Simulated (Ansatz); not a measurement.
# LaNi2AsN: how the settings move a single-point run

Aim: see which settings change the result for LaNi2AsN, by how much, and at what cost.

Program: Ansatz 0.2.0. Level of theory: reference: DFT PBEsol, scalar-relativistic, plane waves, PAW. These are calculated values, not measurements.

### Step 1. The structure to begin with

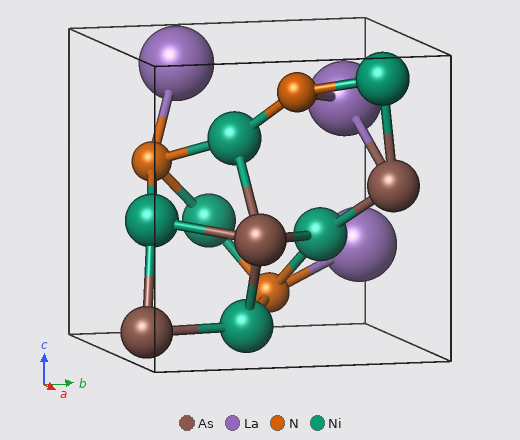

The starting structure, seen slightly off an axis (arsenic brown, lanthanum purple, nitrogen orange, nickel teal).

As a file:

```cif
data_structure
_symmetry_space_group_name_H-M 'P 1'
_symmetry_Int_Tables_number 1
_cell_length_a 6.1787
_cell_length_b 6.1787
_cell_length_c 6.1787
_cell_angle_alpha 90.000
_cell_angle_beta 90.000
_cell_angle_gamma 90.000
_cell_volume 235.88
loop_
_atom_site_label
_atom_site_type_symbol
_atom_site_fract_x
_atom_site_fract_y
_atom_site_fract_z
_atom_site_occupancy
As1 As 0.77770 0.87019 0.55082 1
As2 As 0.63854 0.07766 0.08354 1
As3 As 0.78743 0.41787 0.39183 1
La1 La 0.15141 0.93606 0.28039 1
La2 La 0.04631 0.34916 0.87973 1
La3 La 0.33955 0.83198 0.78386 1
N1 N 0.28690 0.59356 0.15178 1
N2 N 0.67462 0.57454 0.85495 1
N3 N 0.28250 0.19739 0.59372 1
Ni1 Ni 0.50898 0.70131 0.36564 1
Ni2 Ni 0.55558 0.43808 0.08085 1
Ni3 Ni 0.54202 0.12284 0.43512 1
Ni4 Ni 0.81245 0.82344 0.90714 1
Ni5 Ni 0.50040 0.41359 0.68859 1
Ni6 Ni 0.20168 0.41377 0.38258 1
```

### Step 2. Reference

Contents of input.yaml:

```yaml
crystal:
  lattice:
    - [6.1786820414, 0.0, 0.0]
    - [0.0, 6.1786820414, 0.0]
    - [0.0, 0.0, 6.1786820414]
  atoms:
    - { symbol: As, position: [0.7776984332, 0.8701908015, 0.5508189376] }
    - { symbol: As, position: [0.6385388223, 0.0776619554, 0.0835430544] }
    - { symbol: As, position: [0.7874269474, 0.4178723226, 0.391833827] }
    - { symbol: La, position: [0.1514129087, 0.9360581682, 0.2803894094] }
    - { symbol: La, position: [0.0463069307, 0.3491629204, 0.8797275475] }
    - { symbol: La, position: [0.3395518608, 0.8319756124, 0.7838643151] }
    - { symbol: "N", position: [0.2868997352, 0.5935602394, 0.1517810583] }
    - { symbol: "N", position: [0.6746195033, 0.5745387169, 0.8549464628] }
    - { symbol: "N", position: [0.2825041713, 0.1973910618, 0.5937249382] }
    - { symbol: Ni, position: [0.5089753445, 0.7013111858, 0.3656365322] }
    - { symbol: Ni, position: [0.5555807784, 0.4380838643, 0.0808476367] }
    - { symbol: Ni, position: [0.5420167644, 0.1228444606, 0.435117348] }
    - { symbol: Ni, position: [0.8124470714, 0.8234371812, 0.9071362751] }
    - { symbol: Ni, position: [0.5004046332, 0.4135921263, 0.6885904126] }
    - { symbol: Ni, position: [0.2016785325, 0.4137671004, 0.3825799473] }
basis:
  ecutwfc: 420
kpoints:
  mp_grid: { grid: [2, 2, 2] }
hamiltonian:
  xc: pbesol
scf:
  occupations: { method: gaussian, width: 0.05 }
  n_extra_bands: 105
output:
  forces: true
  stress: true
  eigenvalues: true
  populations: true
  dos: { projected: true, de: 0.05 }
  bader: true
  write_density: true
  write_potential: true
  elf: true
  volumetric_format: npy
```

Command:

```
ansatz run input.yaml --threads 8 --pin off --max-ram 14336MiB --backend cpu --events-out ev --progress --plain --runs-dir out
```

The main lines of its log:

```text
[...]
Basis set: ecut = 420 eV, 4625 PW (Γ), exchange–correlation on 90×90×90 points (8 copies of the dense FFT grid, shifted against one another)
[...]
k-points: 8
[...]
SCF iter   1: F=—  HF=-68894.924471 eV  |F-HF|=—  |Δ(HF+E_count)|=         —  Δρ=2.38e-2  dr2=1.18e0  ethr=1.77e-3  ⟨swp⟩=5.1  Hψ=6274  notcnv=0  defer=488
preconditioner: auto → Kerker (q_TF=auto, 2.656 Å⁻¹)  [metal: Δε(μ)=0.006 eV  Ē_g=15.952 eV  σ=0.050 eV  W_gap=0.07  n_scr=80 (ndim 8)  ℏωp=26.2 eV  f_vac=0.001  D(μ)=12.19/eV (n_scr^D=122)]
SCF iter   2: F=—  HF=-68894.826631 eV  |F-HF|=—  |Δ(HF+E_count)|=   9.78e-2  Δρ=7.49e-3  dr2=1.55e-1  ethr=5.87e-4  ⟨swp⟩=2.0  Hψ=1943  notcnv=0  defer=727
[...]
SCF iter   9: F=—  HF=-68894.808597 eV  |F-HF|=—  |Δ(HF+E_count)|=   2.88e-7  Δρ=8.31e-6  dr2=3.15e-7  ethr=6.82e-10  ⟨swp⟩=2.0  Hψ=1629  notcnv=0  defer=792
SCF iter  10: F=-68894.808597 eV  HF=-68894.808597 eV  |F-HF|=2.42e-8  |Δ(HF+E_count)|=   3.45e-8  Δρ=3.22e-6  dr2=3.78e-8  ethr=4.98e-11  ⟨swp⟩=18.1  Hψ=14164  notcnv=0
[...]
SCF converged after 10 iterations
Free energy (F): -68894.808597 eV
[...]
E sigma→0 (E₀):  -68894.799981 eV
[...]
Fermi energy:    13.999055 eV
[...]
  P = ⅓ Tr σ = 0.2010 GPa (2.010 kbar)
[...]
```

Wall time 27 s (8 threads of Arm Neoverse V2, shared host); peak memory 1.7 GiB.

### Step 3. Changed: ecutrho_ratio 6

input.yaml, as its differences from that of step 2:

```diff
@@ -23,2 +23,3 @@
   ecutwfc: 420
+  ecutrho_ratio: 6
 kpoints:
@@ -29,13 +30,5 @@
   occupations: { method: gaussian, width: 0.05 }
-  n_extra_bands: 105
 output:
   forces: true
+  eigenvalues: true
   stress: true
-  eigenvalues: true
-  populations: true
-  dos: { projected: true, de: 0.05 }
-  bader: true
-  write_density: true
-  write_potential: true
-  elf: true
-  volumetric_format: npy
```

Command:

```
ansatz run input.yaml --threads 8 --pin off --max-ram 14336MiB --backend cpu --events-out ev --progress --plain --runs-dir out
```

Log, shortened:

```text
Warning: RAYON_NUM_THREADS=8 ignored (pool sized by the plan → 8); use --threads N
[...]
Pseudopotentials: kind: paw
Pseudopotential: As, paw, valence charge 15, recommended cutoff 420 eV (normal), As.paw.azcp
Pseudopotential: La, paw, valence charge 11, recommended cutoff 420 eV (normal), La.paw.azcp
Pseudopotential: N, paw, valence charge 5, recommended cutoff 420 eV (normal), N.paw.azcp
Pseudopotential: Ni, paw, valence charge 18, recommended cutoff 420 eV (normal), Ni.paw.azcp
Functional definition: PBEsol
[...]
Crystal: 15 atoms, lattice volume = 235.878 Å³
Basis set: ecut = 420 eV, 4625 PW (Γ), exchange–correlation on 108×108×108 points (8 copies of the dense FFT grid, shifted against one another)
Bands: 121, of which v1, the nominal top of the filled ones, is band 101 counted from 1 (100 counted from 0)
Symmetry: 1 space group operations
Space group: P1 (ITA 1), of the structure as read, at distance tolerance 6.2e-5 Å
k-points: 8
[...]
SCF iter   1: F=—  HF=-68894.925757 eV  |F-HF|=—  |Δ(HF+E_count)|=         —  Δρ=2.30e-2  dr2=1.12e0  ethr=1.77e-3  ⟨swp⟩=6.1  Hψ=3494  notcnv=0  defer=1
[...]
SCF iter  10: F=-68894.808581 eV  HF=-68894.808581 eV  |F-HF|=4.36e-8  |Δ(HF+E_count)|=   4.16e-8  Δρ=4.17e-6  dr2=5.83e-8  ethr=4.98e-11  ⟨swp⟩=11.4  Hψ=4683  notcnv=0
[...]
SCF converged after 10 iterations
Free energy (F): -68894.808581 eV
[...]
E sigma→0 (E₀):  -68894.799965 eV
Entropy (-TS):   -0.017232 eV (-1.149 meV/atom)
Fermi energy:    13.999057 eV
[...]
--- Forces (eV/Å), atoms counted from 1 ---
  atom   1  As     0.47442635     0.22616232     0.09217016
  atom   2  As    -0.02498430     0.03623072     0.06358261
  atom   3  As     0.58141931     0.05443889    -0.14180074
  atom   4  La    -1.38217081     0.26892453    -0.18401847
  atom   5  La    -0.74142384     0.42367019    -0.06385585
  atom   6  La     0.02306223     0.02620576     0.44440309
  atom   7  N     -0.19593727    -0.11100737     0.06568850
  atom   8  N      0.68012222     0.03418678    -0.10727892
[...]
--- Stress (GPa, compression-positive) ---
       -4.085619      -1.364646      -2.192513
       -1.364647       0.586213       0.075527
       -2.192514       0.075527       4.102291
  P = ⅓ Tr σ = 0.2010 GPa (2.010 kbar)
--- Band table (eV; the first three rows and the last of 8) ---
[...]
```

Wall time 4.5 s (8 threads of Arm Neoverse V2, shared host); peak memory 1.3 GiB.

Changing the numerical grids hardly moves the energy: 0.0 meV/atom.

### Step 4. Comparison

| run | ending | energy change | pressure (GPa) | gap (eV) | force (eV/Å) | cycles | time |
| --- | --- | --- | --- | --- | --- | --- | --- |
| reference | converged | 0 | 0.2 | 0.00 | 1.42 | 10 | 27 s |
| 1: ecutrho_ratio 6 | converged | 0.0 meV/atom | 0.2 | 0.00 | 1.42 | 10 | 4.5 s |

Times don't compare one to one where runs were asked for different outputs or read a saved state (see the inputs); cycles may leave out searches for a lower state.

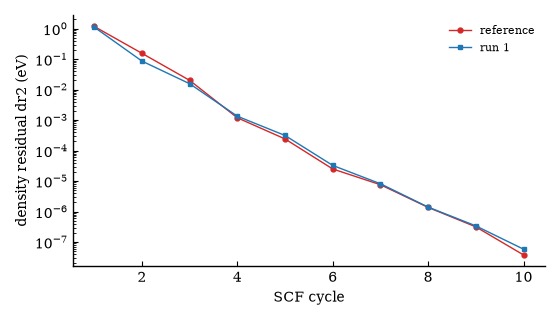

Residual by cycle in the longest SCF loop of each run; runs are numbered as in the table.

What this shows: Changing the numerical grids leaves the energy as it was (0.0 meV/atom). The reference has no spin polarisation; with Ni present, a magnetic state may lie lower.
